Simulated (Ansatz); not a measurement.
# CH4AlF: what the fields show

Input file:

```
crystal:
  periodic: [false, false, false]
  atoms:
    - symbol: C
      position_ang: [-0.443705, -1.059167, 0.144442]
    - symbol: Al
      position_ang: [-0.738712, 0.867845, 0.207075]
    - symbol: F
      position_ang: [0.397850, -0.320802, 1.236052]
    - symbol: H
      position_ang: [-1.016882, -1.786139, 0.715758]
    - symbol: H
      position_ang: [-1.907872, 1.408010, 1.122548]
    - symbol: H
      position_ang: [0.154016, 1.783677, -0.720875]
    - symbol: H
      position_ang: [0.310586, -1.544464, -0.471141]
basis:
  gaussian:
    orbitals: def2-TZVPD
output: {forces: true, orbitals: {seedname: orbitals}}
hamiltonian:
  xc: pbe0
```

Command:

```sh
ansatz run input.yaml --threads 2 --pin off --max-ram 4350MiB --events-out events.jsonl --progress --plain --runs-dir runs
```

Geometry: r2SCAN-D4/def2-TZVP.

The calculation used isolated molecule in a Gaussian basis; Kohn-Sham density functional theory, functional PBE0 (Ansatz 0.2.0).

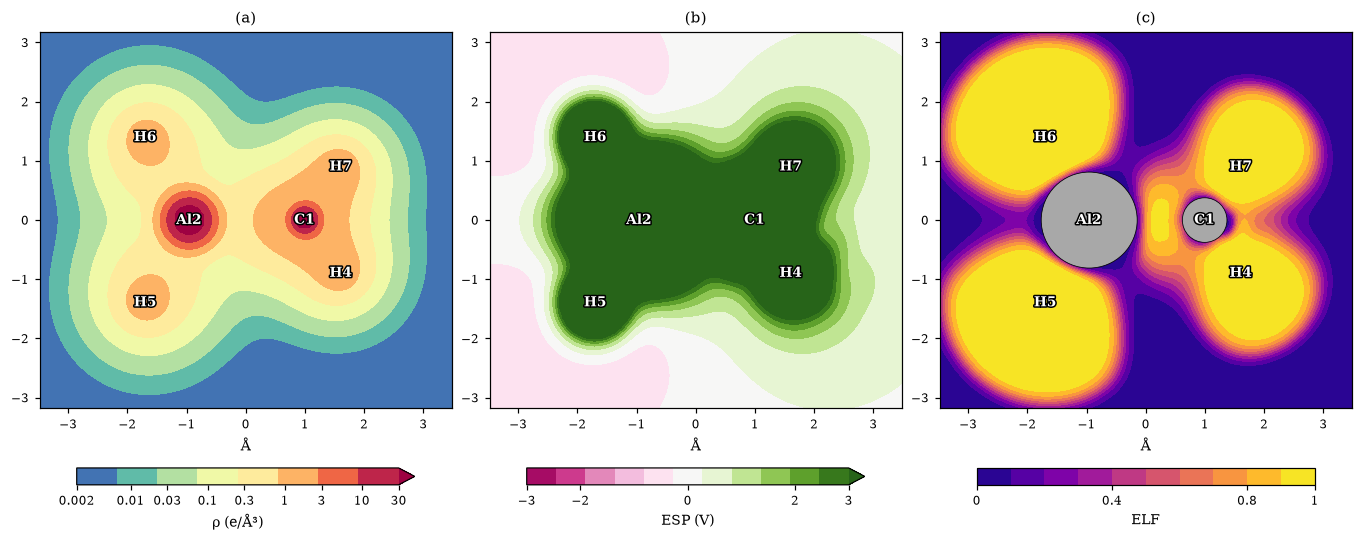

Figure 1. (a) electron density; (b) molecular electrostatic potential; (c) electron localisation function on the plane of atoms Al2, C1 and H4. Grey discs cover the atomic cores in the ELF map.

What do the fields say about this system?

- The plane passes through C, Al and H nuclei.
- C–Al (1.95 Å): ρ is about 0.65 e/Å³ halfway; the ELF peaks at about 0.95 between the atoms: a polar covalent bond.
- C–H (1.09 Å): the density is about 2.1 e/Å³ at the midpoint; the ELF climbs to about 1 towards the hydrogen, as it does in any bond to H; an ordinary covalent bond to hydrogen.
- Al–H (1.58 Å): ρ at the midpoint is about 0.56 e/Å³; the ELF climbs to about 1 towards the hydrogen.
- Outside the dense part of the molecule the potential is most negative (−0.6 V) near H5 and H6.

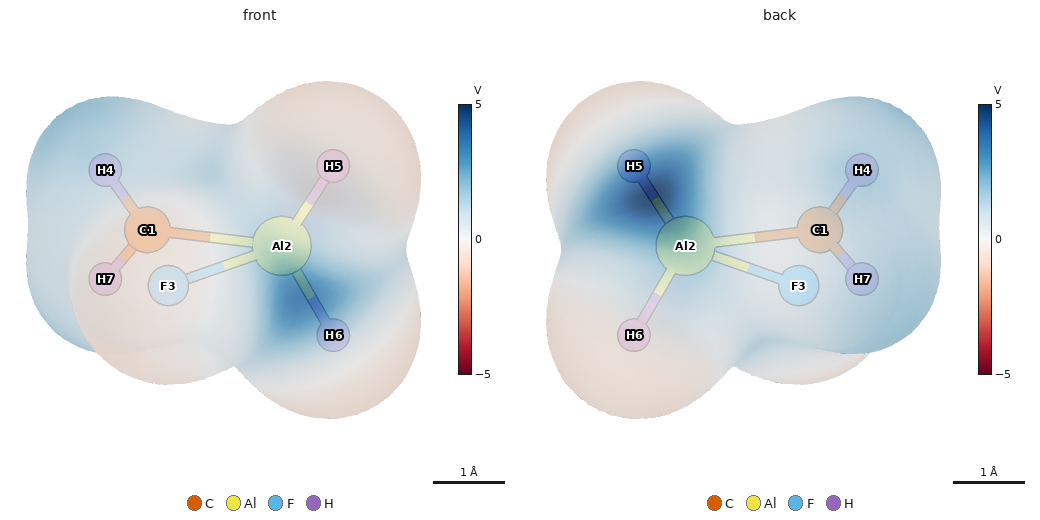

Figure 2. The electrostatic potential painted on the density surface at 0.004 e/bohr³, seen from the front and from behind; red is negative and blue positive.

Where is the surface potential most negative and most positive?

The most negative region (about −0.5 V, or −12 kcal/mol for a unit charge) lies over F3, H5 and H6, the most positive (about +4.7 V, or +108 kcal/mol for a unit charge) over Al2.

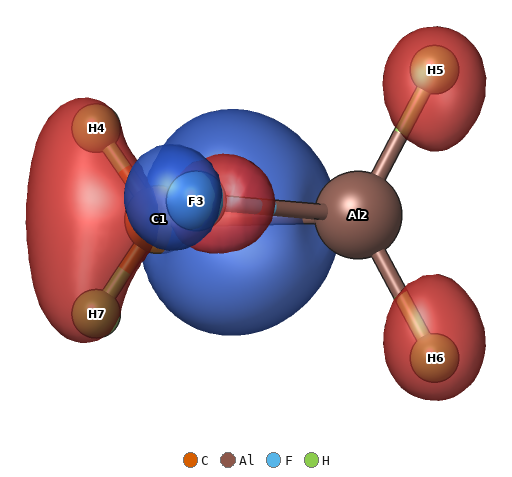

Figure 3. One frontier orbital at ±0.15 Å⁻³ᐟ² (blue and red are the two phases), seen across its widest extent.

Which orbital is it: HOMO or LUMO?

The HOMO, at −8.27 eV. Its weight (Hirshfeld) is mainly on C1 (about 50 %), Al2 (about 20 %) and F3 (about 10 %).
